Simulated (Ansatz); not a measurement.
Results of PBEsol (PAW; Ansatz, a first-principles code) for bcc Ca (high-temperature phase).

Settings: plane-wave cutoff 520 eV, 18×18×18 k mesh, Fermi–Dirac smearing 0.05 eV, scalar-relativistic PAW data made under PBE.

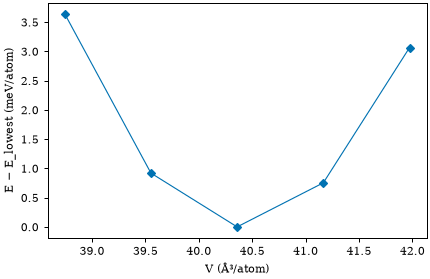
Figure: Total energy against volume

Q: From the curve, estimate the equilibrium volume and the bulk modulus.

A: V0 ≈ 40.4 Å³/atom and B0 ≈ 17 GPa; the fit gives V0 = 40.389 Å³/atom, B0 = 16.6 GPa, B′ = 2.7.

Note: symmetry holds this phase in the static calculation, where it need not be a minimum.

The computed numbers hold no vibrational or temperature effects.

It cost around 28 core-seconds (rough) of CPU time.
